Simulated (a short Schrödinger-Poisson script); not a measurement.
Stack: gated In0.52Al0.48As/In0.53Ga0.47As modulation-doped gas in a quantum well, at 300 K.

```csv
layer,material,thickness (nm),Nd (cm⁻³),Na (cm⁻³)
1,In0.52Al0.48As,8,-,-
2,In0.52Al0.48As,40,5.1e17,-
3,In0.52Al0.48As,3,-,-
4,In0.53Ga0.47As,10,-,-
5,In0.52Al0.48As,4000,-,7e15
```

Constants are typed, rounded textbook-type inputs, not results; the design itself was drawn at random and stands for no fabricated device. In0.52Al0.48As: permittivity 12.5, conduction-band edge (eV) 0.52, gap (eV) 1.45, electron mass (mₑ) 0.075, Nv at 300 K (cm⁻³) 1.1e19. In0.53Ga0.47As: permittivity 13.9, conduction-band edge (eV) 0, gap (eV) 0.74, Nv at 300 K (cm⁻³) 7.7e18.

Channel valleys (confinement mass, in-plane density-of-states mass, number): Γ 0.041, 0.041, 1. At the gate the conduction-band edge of layer 1 lies 0.65 eV − eVg above the Fermi level of the channel; the field vanishes at the back. Donor level 0.006 eV below the band edge. The barrier under the gate holds no holes. Gaps are held at their typed values at every temperature. Mesh 0.08 nm at interfaces.

Solved with a short Schrödinger-Poisson script written for these runs: 1D Poisson equation in equilibrium, electrons quantum, Hartree plus LDA exchange-correlation (BenDaniel-Duke, 40 states a valley, the channel's in-plane mass for all, wave functions free to enter the barrier), parabolic valleys, classical holes, donors ionised by Fermi statistics, acceptors fully, no traps, pinning or gate leakage.

Only gate voltages with over 1e8 electrons/cm² are shown.

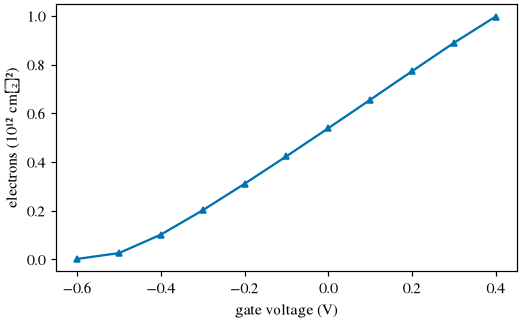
Fig. 1. Sheet density against gate voltage

| Vg (V) | electrons (cm⁻²) | in the channel layer | C (μF/cm²) | Γ E0 (meV) | Γ E1 (meV) |
|---|---|---|---|---|---|
| 0.4 | 9.97e11 | 9.56e11 | 0.304 | -53.8 | 97.2 |
| 0.3 | 8.89e11 | 8.62e11 | 0.211 | -47.5 | 103.6 |
| 0.2 | 7.72e11 | 7.51e11 | 0.193 | -39.7 | 111.4 |
| 0.1 | 6.55e11 | 6.38e11 | 0.190 | -31.2 | 119.9 |
| 0 | 5.38e11 | 5.24e11 | 0.188 | -22.1 | 129.2 |
| -0.1 | 4.23e11 | 4.12e11 | 0.185 | -12.0 | 139.4 |
| -0.2 | 3.10e11 | 3.03e11 | 0.181 | -0.2 | 151.3 |
| -0.3 | 2.01e11 | 1.97e11 | 0.173 | 14.4 | 166.0 |
| -0.4 | 1.01e11 | 9.89e10 | 0.155 | 35.2 | 186.9 |
| -0.5 | 2.56e10 | 2.50e10 | 0.0991 | 73.0 | 224.6 |
| -0.6 | 1.59e9 | 1.55e9 | 0.0346 | 145.6 | 297.0 |

Subbands count from the Fermi level.
